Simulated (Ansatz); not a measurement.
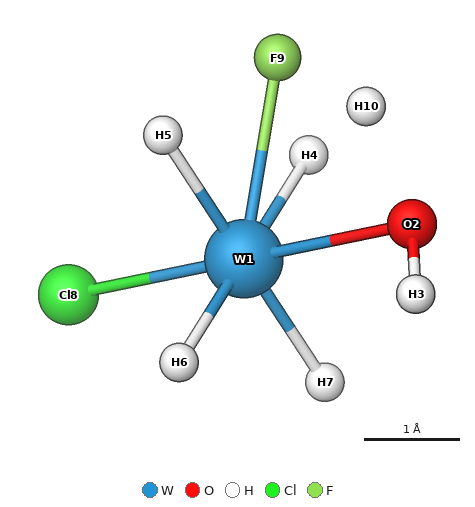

*The input geometry (ball-and-stick view, seen at a tilt; atoms are numbered from 1 in the order of the input). Sticks mark near contacts.*

Bond lengths as drawn: Cl–W 2.39 Å, F–W 2.15 Å, H–O 1.01 Å, H–W 1.72 Å and O–W 2.29 Å.

**WH$_{6}$ClOF: geometry relaxation (part 1 of 2)**

System: WH$_{6}$ClOF.
Method: RKS PBE0/def2-SVP (Ansatz 0.2.0).

The run did not end well. The input holds or restrains some coordinates. It belongs to a series of runs on one base structure; here: pulled along the bonds that form and break, towards end A.

Input:
```yaml
crystal:
  periodic: [false, false, false]
  atoms:
    - { symbol: W, position_ang: [0.0, 0.0, 0.0] }
    - { symbol: O, position_ang: [0.0, 0.0, 2.29] }
    - { symbol: H, position_ang: [-0.9095, -0.2814, 2.6271] }
    - { symbol: H, position_ang: [1.72, 0.0, 0.0] }
    - { symbol: H, position_ang: [0.0, 1.72, 0.0] }
    - { symbol: H, position_ang: [-1.72, 0.0, 0.0] }
    - { symbol: H, position_ang: [0.0, -1.72, 0.0] }
    - { symbol: Cl, position_ang: [0.0, 0.0, -2.39] }
    - { symbol: F, position_ang: [1.4129, 1.4719, 0.6779] }
    - { symbol: H, position_ang: [0.9245, 0.9631, 1.8084] }
basis:
  gaussian: { orbitals: def2-SVP }
hamiltonian:
  xc: pbe0
relax:
  f_tol: 0.15
  max_steps: 25
  restrain:
    - { distance: [0, 8], at: 3.05, k: 30.0 }
    - { distance: [9, 1], at: 2.21, k: 30.0 }
    - { distance: [0, 1], at: 1.94, k: 30.0 }
    - { distance: [9, 8], at: 0.92, k: 30.0 }
output:
  orbitals: {}
```

Run on 2 threads of Arm Neoverse V2, 24 GiB of memory available, shared host.

Run as:
```bash
ansatz run input.yaml --threads 2 --pin off --max-ram 3072MiB --backend cpu --events-out ev --progress --plain --runs-dir out
```

Output:
```
The last accepted step is kept in [file] (removed where the run ends without a failure and the disk answers)
Engine: ansatz 0.2.0, aarch64-unknown-linux-gnu
Functional definition: PBE0
  parameter a = 0.25
  parameter kappa = 0.804
  parameter beta = 0.06672455060314922
  exchange = (1 - a)*pbe_x(kappa = kappa, mu = beta*pi^2/3) + a*exact_x
  correlation = pbe_c(beta = beta)
1138 factors; integrals over basis functions are off by at most 3.7e-4 eV
mean field evaluation 1: about -19179.9957 eV, gradient 5.2e1 eV
mean field evaluation 2: about -19055.7633 eV, gradient 2.3e2 eV
mean field evaluation 4: about -19185.3936 eV, gradient 9.8e0 eV
mean field evaluation 8: about -19185.6234 eV, gradient 8.5e-1 eV
mean field evaluation 16: about -19185.6997 eV, gradient 3.1e-2 eV
mean field evaluation 32: about -19185.6997 eV, gradient 1.6e-4 eV
mean field -19185.69968120 eV, -705.0614587499 hartree, gradient 1.8e-5 eV, S^2 0.000000; 6 other end points of the search recorded, 0 dependent functions left out
the calculation of the forces begins
reference -19185.69972730 eV, -705.0614604439 hartree; 27, 27 occupied and 81, 81 virtual orbitals, 1138 factors
relax step   1: F+E_penalty+E_count = -19185.69968120 eV  Δ(F+E_penalty+E_count) = +0.000e0 eV  max|allowed force component| = 4.215e0 eV/Å  E_restraint = 25.92028652 eV  max|allowed force component, restraints' pulls added| = 2.282e1 eV/Å  Δτ_max = 0.0000 Å  (134 SCF iters, accepted)
  distance W 0 - F 8 = 2.1500 Å
  distance H 9 - O 1 = 1.4192 Å
  distance W 0 - O 1 = 2.2900 Å
  distance H 9 - F 8 = 1.3325 Å
these checks for a lower state are left out or cut short: starts, cluster_reference, orbital_swaps, neighbouring_geometries, increment
1138 factors; integrals over basis functions are off by at most 5.0e-4 eV
mean field evaluation 64: about -19186.2604 eV, gradient 5.1e-1 eV
mean field -19186.26326313 eV, -705.0821700038 hartree, gradient 2.4e-5 eV, S^2 0.000000; 0 other end points of the search recorded, 0 dependent functions left out
[... from here on the field's lines of each further geometry are left out, up to the last ...]
relax step   2: F+E_penalty+E_count = -19186.26326313 eV  Δ(F+E_penalty+E_count) = -5.636e-1 eV  max|allowed force component| = 6.017e0 eV/Å  E_restraint = 12.04914458 eV  max|allowed force component, restraints' pulls added| = 1.576e1 eV/Å  Δτ_max = 0.1948 Å  (63 SCF iters, accepted)
relax step   3: F+E_penalty+E_count = -19187.25359884 eV  Δ(F+E_penalty+E_count) = -9.903e-1 eV  max|allowed force component| = 6.366e0 eV/Å  E_restraint = 4.27550517 eV  max|allowed force component, restraints' pulls added| = 7.565e0 eV/Å  Δτ_max = 0.1947 Å  (62 SCF iters, accepted)
relax step   4: F+E_penalty+E_count = -19188.59348945 eV  Δ(F+E_penalty+E_count) = -1.340e0 eV  max|allowed force component| = 5.236e0 eV/Å  E_restraint = 1.17657078 eV  max|allowed force component, restraints' pulls added| = 5.863e0 eV/Å  Δτ_max = 0.1947 Å  (55 SCF iters, accepted)
relax step   5: F+E_penalty+E_count = -19189.97599824 eV  Δ(F+E_penalty+E_count) = -1.383e0 eV  max|allowed force component| = 3.089e0 eV/Å  E_restraint = 0.33754747 eV  max|allowed force component, restraints' pulls added| = 2.141e0 eV/Å  Δτ_max = 0.1947 Å  (44 SCF iters, accepted)
relax step   6: F+E_penalty+E_count = -19191.14259596 eV  Δ(F+E_penalty+E_count) = -1.167e0 eV  max|allowed force component| = 1.917e0 eV/Å  E_restraint = 0.11034745 eV  max|allowed force component, restraints' pulls added| = 1.467e0 eV/Å  Δτ_max = 0.1950 Å  (43 SCF iters, accepted)
relax step   7: F+E_penalty+E_count = -19191.87098697 eV  Δ(F+E_penalty+E_count) = -7.284e-1 eV  max|allowed force component| = 2.002e0 eV/Å  E_restraint = 0.05681931 eV  max|allowed force component, restraints' pulls added| = 9.668e-1 eV/Å  Δτ_max = 0.1950 Å  (37 SCF iters, accepted)
relax step   8: F+E_penalty+E_count = -19192.31100530 eV  Δ(F+E_penalty+E_count) = -4.400e-1 eV  max|allowed force component| = 1.966e0 eV/Å  E_restraint = 0.04262240 eV  max|allowed force component, restraints' pulls added| = 4.850e-1 eV/Å  Δτ_max = 0.1957 Å  (37 SCF iters, accepted)
relax step   9: F+E_penalty+E_count = -19192.55286296 eV  Δ(F+E_penalty+E_count) = -2.419e-1 eV  max|allowed force component| = 1.852e0 eV/Å  E_restraint = 0.04440159 eV  max|allowed force component, restraints' pulls added| = 8.033e-1 eV/Å  Δτ_max = 0.1949 Å  (35 SCF iters, accepted)
relax step  10: F+E_penalty+E_count = -19192.61376246 eV  Δ(F+E_penalty+E_count) = -6.090e-2 eV  max|allowed force component| = 1.857e0 eV/Å  E_restraint = 0.03290287 eV  max|allowed force component, restraints' pulls added| = 1.119e0 eV/Å  Δτ_max = 0.1505 Å  (34 SCF iters, accepted)
relax step  11: F+E_penalty+E_count = -19192.63962723 eV  Δ(F+E_penalty+E_count) = -2.586e-2 eV  max|allowed force component| = 1.844e0 eV/Å  E_restraint = 0.03361556 eV  max|allowed force component, restraints' pulls added| = 1.508e0 eV/Å  Δτ_max = 0.1180 Å  (34 SCF iters, accepted)
relax step  12: F+E_penalty+E_count = -19192.66568580 eV  Δ(F+E_penalty+E_count) = -2.606e-2 eV  max|allowed force component| = 1.710e0 eV/Å  E_restraint = 0.03072737 eV  max|allowed force component, restraints' pulls added| = 1.039e0 eV/Å  Δτ_max = 0.0813 Å  (36 SCF iters, accepted)
relax step  13: F+E_penalty+E_count = -19192.71061931 eV  Δ(F+E_penalty+E_count) = -4.493e-2 eV  max|allowed force component| = 1.224e0 eV/Å  E_restraint = 0.02723736 eV  max|allowed force component, restraints' pulls added| = 6.839e-1 eV/Å  Δτ_max = 0.1952 Å  (39 SCF iters, accepted)
relax step  14: F+E_penalty+E_count = -19192.73393175 eV  Δ(F+E_penalty+E_count) = -2.331e-2 eV  max|allowed force component| = 1.128e0 eV/Å  E_restraint = 0.02699881 eV  max|allowed force component, restraints' pulls added| = 6.671e-1 eV/Å  Δτ_max = 0.0468 Å  (35 SCF iters, accepted)
relax step  15: F+E_penalty+E_count = -19192.78581526 eV  Δ(F+E_penalty+E_count) = -5.188e-2 eV  max|allowed force component| = 1.054e0 eV/Å  E_restraint = 0.02012004 eV  max|allowed force component, restraints' pulls added| = 3.911e-1 eV/Å  Δτ_max = 0.1982 Å  (39 SCF iters, accepted)
relax step  16: F+E_penalty+E_count = -19192.85297748 eV  Δ(F+E_penalty+E_count) = -6.716e-2 eV  max|allowed force component| = 1.140e0 eV/Å  E_restraint = 0.01608270 eV  max|allowed force component, restraints' pulls added| = 3.013e-1 eV/Å  Δτ_max = 0.1953 Å  (34 SCF iters, accepted)
relax step  17: F+E_penalty+E_count = -19192.92686522 eV  Δ(F+E_penalty+E_count) = -7.389e-2 eV  max|allowed force component| = 1.322e0 eV/Å  E_restraint = 0.01541137 eV  max|allowed force component, restraints' pulls added| = 3.998e-1 eV/Å  Δτ_max = 0.1952 Å  (35 SCF iters, accepted)
relax step  18: F+E_penalty+E_count = -19192.99446890 eV  Δ(F+E_penalty+E_count) = -6.760e-2 eV  max|allowed force component| = 1.224e0 eV/Å  E_restraint = 0.01805355 eV  max|allowed force component, restraints' pulls added| = 5.216e-1 eV/Å  Δτ_max = 0.1935 Å  (35 SCF iters, accepted)
relax step  19: F+E_penalty+E_count = -19193.05172735 eV  Δ(F+E_penalty+E_count) = -5.726e-2 eV  max|allowed force component| = 9.814e-1 eV/Å  E_restraint = 0.02225587 eV  max|allowed force component, restraints' pulls added| = 5.442e-1 eV/Å  Δτ_max = 0.2000 Å  (33 SCF iters, accepted)
relax step  20: F+E_penalty+E_count = -19193.03329627 eV  Δ(F+E_penalty+E_count) = +1.843e-2 eV  max|allowed force component| = 1.263e0 eV/Å  E_restraint = 0.04033070 eV  max|allowed force component, restraints' pulls added| = 2.027e0 eV/Å  Δτ_max = 0.1946 Å  (34 SCF iters, rejected (line search))
relax step  21: F+E_penalty+E_count = -19193.07517856 eV  Δ(F+E_penalty+E_count) = -2.345e-2 eV  max|allowed force component| = 1.126e0 eV/Å  E_restraint = 0.02172295 eV  max|allowed force component, restraints' pulls added| = 4.108e-1 eV/Å  Δτ_max = 0.0970 Å  (35 SCF iters, accepted)
relax step  22: F+E_penalty+E_count = -19193.10394514 eV  Δ(F+E_penalty+E_count) = -2.877e-2 eV  max|allowed force component| = 8.752e-1 eV/Å  E_restraint = 0.01932662 eV  max|allowed force component, restraints' pulls added| = 3.073e-1 eV/Å  Δτ_max = 0.0978 Å  (35 SCF iters, accepted)
relax step  23: F+E_penalty+E_count = -19193.13280418 eV  Δ(F+E_penalty+E_count) = -2.886e-2 eV  max|allowed force component| = 9.285e-1 eV/Å  E_restraint = 0.02140440 eV  max|allowed force component, restraints' pulls added| = 8.275e-1 eV/Å  Δτ_max = 0.1452 Å  (35 SCF iters, accepted)
the calculation of the forces begins
reference -19193.16260137 eV, -705.3357160076 hartree; 27, 27 occupied and 81, 81 virtual orbitals, 1136 factors
relax step  24: F+E_penalty+E_count = -19193.16255259 eV  Δ(F+E_penalty+E_count) = -2.975e-2 eV  max|allowed force component| = 1.046e0 eV/Å  E_restraint = 0.02715230 eV  max|allowed force component, restraints' pulls added| = 1.745e0 eV/Å  Δτ_max = 0.1953 Å  (34 SCF iters, accepted)
  distance W 0 - F 8 = 3.0653 Å
  distance H 9 - O 1 = 2.2208 Å
  distance W 0 - O 1 = 1.9114 Å
  distance H 9 - F 8 = 0.9453 Å
these checks for a lower state are left out or cut short: starts, cluster_reference, orbital_swaps, neighbouring_geometries, increment
1135 factors; integrals over basis functions are off by at most 9.2e-4 eV
mean field -19193.22925148 eV, -705.3381653538 hartree, gradient 2.0e-5 eV, S^2 0.000000; 0 other end points of the search recorded, 0 dependent functions left out
the calculation of the forces begins
reference -19193.22930033 eV, -705.3381671490 hartree; 27, 27 occupied and 81, 81 virtual orbitals, 1135 factors
relax step  25: F+E_penalty+E_count = -19193.22925148 eV  Δ(F+E_penalty+E_count) = -6.670e-2 eV  max|allowed force component| = 1.015e0 eV/Å  E_restraint = 0.02059327 eV  max|allowed force component, restraints' pulls added| = 1.016e0 eV/Å  Δτ_max = 0.1997 Å  (39 SCF iters, accepted)
```

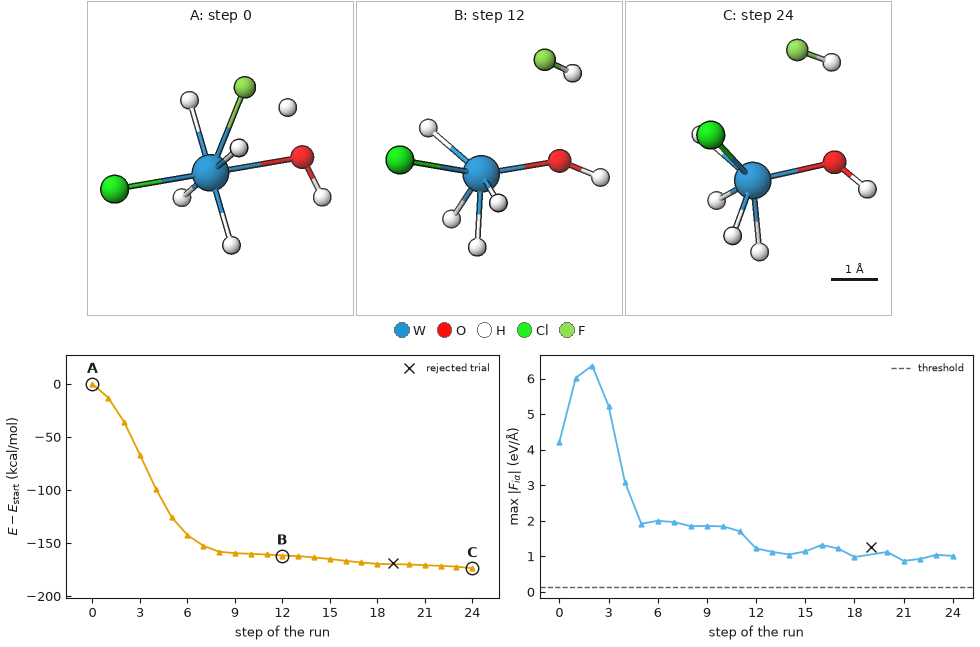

*Frames of the restrained relaxation (ball-and-stick view, seen at a tilt) above the curves, on which the letters mark them (the first geometry is step 0 here and step 1 in the log).*

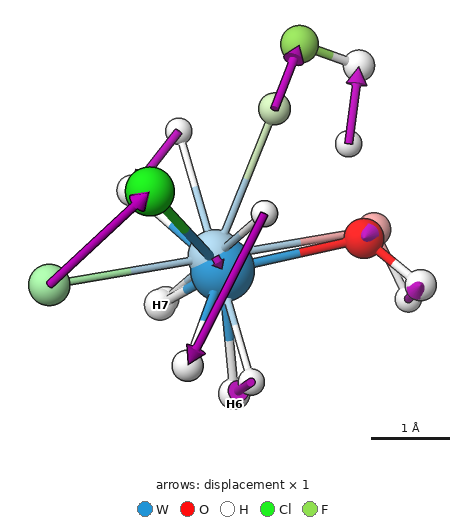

*Start (faint) and end (solid) with the displacements as pink arrows, at true length (ball-and-stick view, seen at a tilt). The two geometries are laid on each other by the best rigid fit.*

The relaxation stopped without meeting its thresholds, so the last structure isn't shown to be converged. Over 24 geometry steps the energy falls by 173.6 kcal/mol. Largest force component: 4.2 eV/Å at the start, 1 eV/Å at the end. The line search rejected the trial step at point 19 (counted from 0) and went back. The largest move after the best rigid fit is that of H5, 2.23 Å. By element the largest moves are H 2.23 Å, Cl 1.96 Å, F 1.03 Å, O 0.55 Å, W 0.20 Å. Among the contacts that change: W1–F9 2.150 → 3.062 Å, F9–H10 1.332 → 0.936 Å, W1–O2 2.290 → 1.911 Å, W1–H4 1.720 → 1.664 Å. New bonds form: F9–H10 (1.33 → 0.94 Å). Bonds break: W1–F9 (2.15 → 3.06 Å). Among the angles that change: H5–W1–H7 180.0° → 101.9°, O2–W1–Cl8 180.0° → 118.3°, H4–W1–H6 180.0° → 120.6°. (Atoms are counted from 1 in the order of the input.)

```
  distance W 0 - F 8 = 3.0622 Å
  distance H 9 - O 1 = 2.2218 Å
  distance W 0 - O 1 = 1.9110 Å
  distance H 9 - F 8 = 0.9356 Å
Unfinished report: {"positions_ang":[[-0.20217885198800398,-0.02487195221990989,0.0766836844584037],[-0.14667913823478318,0.39750578868891673,1.939591954437305],[-0.9380318192066113,0.7227419796607932,2.409015533759305],[1.1672326022517028,-0.7248740171782784,-0.5573126356636221],[-1.4866203372303508,0.37108318171958843,-0.9277170294388266],[-1.6232456852025567,-0.9241318619796354,0.2607838303396684],[-0.1369875663241182,-1.6999427292852127,-0.08467637235173907],[0.566819288005068,1.5809631237727573,-1.453639606488284],[2.2822000216853144,1.3269723995255567,1.2503770594272643],[1.9453914862443389,1.1281540872954239,2.1002935815205257]],"unchecked":["starts","cluster_reference","orbital_swaps","neighbouring_geometries","increment"],"mean_field":{"relativity":"none","state":{"energy":{"ev":-19193.22930032776,"hartree":-705.338167148966},"converged":true,"gradient_ev":0.00001983352939091938,"stability":{"kind":"minimum","curvature_ev":14.131708975733812},"curvature_floor_ev":0.00030000000000000003,"spin_squared":-5.3290705182007514e-14},"others":[],"fillings":{"estimated":0,"unestimated":0,"tried":0,"untried":0,"excluded_magnetic_sites":0},"n_dropped_functions":0,"n_trapped_functions":0,"passes":{"evaluations":5,"products":34},"factors":{"origin":"Cholesky decomposition","count":1135,"bound_ev":0.0009184462117113869},"gradient_stop_ev":0.00009,"reference_kind":"stationary","functional":{"name":"PBE0","citations":["Adamo & Barone, J. Chem. Phys. 110, 6158 (1999) doi:10.1063/1.478522","Perdew, Burke & Ernzerhof, Phys. Rev. Lett. 77, 3865 (1996) doi:10.1103/PhysRevLett.77.3865"],"text":"name \"PBE0\"\ncite \"Adamo & Barone, J. Chem. Phys. 110, 6158 (1999) doi:10.1063/1.478522\"\ncite \"Perdew, Burke & Ernzerhof, Phys. Rev. Lett. 77, 3865 (1996) doi:10.1103/PhysRevLett.77.3865\"\nparent pbe\nparameter a = 0.25\nparameter kappa = 0.804\nparameter beta = 0.06672455060314922\nexchange = (1 - a)*pbe_x(kappa = kappa, mu = beta*pi^2/3) + a*exact_x\ncorrelation = pbe_c(beta = beta)\n","parameters":{"a":{"value":0.25,"default":0.25},"beta":{"value":0.06672455060314922,"default":0.06672455060314922},"kappa":{"value":0.804,"default":0.804}},"final_grid":{"core_spheres":13.0,"valence_spheres":11.0,"degree":36.0},"final_grid_parameter_source":"default","radial_points_factor":1.0,"radial_grid_error_ev":3.235511906987185e-7,"grid_sensitivity":"normal","grid_sensitivity_ratio":0.001870803151768979},"unsmoothed_excess_ev":-0.0000488486648838662,"symmetry":{"irreps":["A"],"axes":[[0.9990451964679304,-0.033517271721875457,-0.028022988967564277],[0.033321435170126805,0.999417094152195,-0.007426565463607891],[0.028255572416026158,0.00648570834251622,0.9995796907774478]],"occupied":[{"A":27},{"A":27}]},"held":{"pivots":1134,"left_out":4,"joined":1},"density_repulsion":{"missed_ev":0.000018527734127952396,"excess_ev":1.4511892315253867e-7,"most_excess_ev":0.0001458,"are_drawn_again":false,"n_first_factors":1135,"energy_change_ev":0.0,"n_dropped_ends":0}},"factors":{"origin":"Cholesky decomposition","count":1135,"bound_ev":0.0009184462117113869},"n_frozen":0,"n_occupied":[27,27],"n_virtual":[81,81],"reference":{"ev":-19193.22930032776,"hartree":-705.338167148966},"total":{"ev":-19193.22930032776,"hartree":-705.338167148966},"forces_ev_per_angstrom":[[0.12131703507989461,0.3849943499293233,1.0145428571898945],[-0.2029226355590107,0.01812127088839693,-0.9107355103926479],[0.29188484137481757,-0.18458767872665696,-0.18267152177257703],[-0.009676663495182867,-0.022786182786865176,0.10068548323476849],[0.034587341240738034,-0.1917378077959948,0.08644056723492402],[0.13440245607029747,0.1703509857796684,-0.14714015337485176],[-0.08290814730202951,-0.05982016448965463,0.010916574161274535],[-0.17897694615404366,0.032954766954821045,0.04739710085540962],[-0.15399589437163974,-0.2545769341543542,0.5458283522720536],[0.046288613135191156,0.10708739440884159,-0.5652637494079913]],"charge_distribution":{"dipole_moment_e_ang":[-0.3551721926513461,-0.06683917434087212,0.826754892415336],"mulliken_charges_e":[0.7936529742786629,-0.4442585113188944,0.24433097180313723,-0.06768861070714327,-0.09256605950692531,-0.10686831003785202,-0.11331086498483578,-0.2721516711609233,-0.19399383754092803,0.252853919175661],"lowdin_charges_e":[-0.42789035634553585,0.12628433060046262,0.03568624708182022,-0.027641168934095184,-0.035501465933700294,-0.02652757091685065,-0.008805617509984875,0.2655681893383175,0.13080252693787742,-0.031975114318338216]},"orbitals_path":"[file]","n_threads":2,"memory_gib":2.556818182580173,"seconds":{"hamiltonian":2.8972143150000003,"orbitals":0.0,"second_order":0.0,"solver_start":0.0,"cycles":0.0,"cycle":0.0,"perturbative":0.0,"full_ci_increment":0.0,"forces":0.0}}
this run last wrote the structure of step 25 to [file]
Error: geometry relaxation did not converge after 25 steps: max|allowed force component| = 1.01e0 eV/Å without the restraints, 1.02e0 eV/Å with the forces of `relax.restrain` added, the figure compared with `relax.f_tol` (threshold 1.5e-1). Raise `relax.max_steps` over both its present limit and 25, loosen `relax.f_tol`, or start from a geometry closer to equilibrium; or lower a very stiff `relax.restrain[].k`, which can take fewer steps but ends farther from `at`. Where this run's directory can be resumed (`checkpoint.write`), a resume goes on for up to `relax.max_steps` more
```

Trajectory as extended XYZ (Å, eV, eV/Å), 25 frames, from step=1 to step=25:
```
10
Properties=species:S:1:pos:R:3:forces:R:3 step=1 energy=-19185.69968
W     0.0000    0.0000    0.0000    4.2152   3.6110  -1.3200
O     0.0000    0.0000    2.2900    0.6043   0.6049  -3.8373
H    -0.9095   -0.2814    2.6271    1.6888   1.1755  -0.4569
H     1.7200    0.0000    0.0000    1.2679  -3.9582  -0.4720
H     0.0000    1.7200    0.0000   -4.1018   1.2728  -0.9355
H    -1.7200    0.0000    0.0000   -1.2072  -1.2194   0.5730
H     0.0000   -1.7200    0.0000   -1.3626  -1.0629   0.0089
Cl    0.0000    0.0000   -2.3900    0.0640   0.0611   2.8859
F     1.4129    1.4719    0.6779   -0.1866  -0.3673   3.8105
H     0.9245    0.9631    1.8084   -0.9821  -0.1174  -0.2565
```
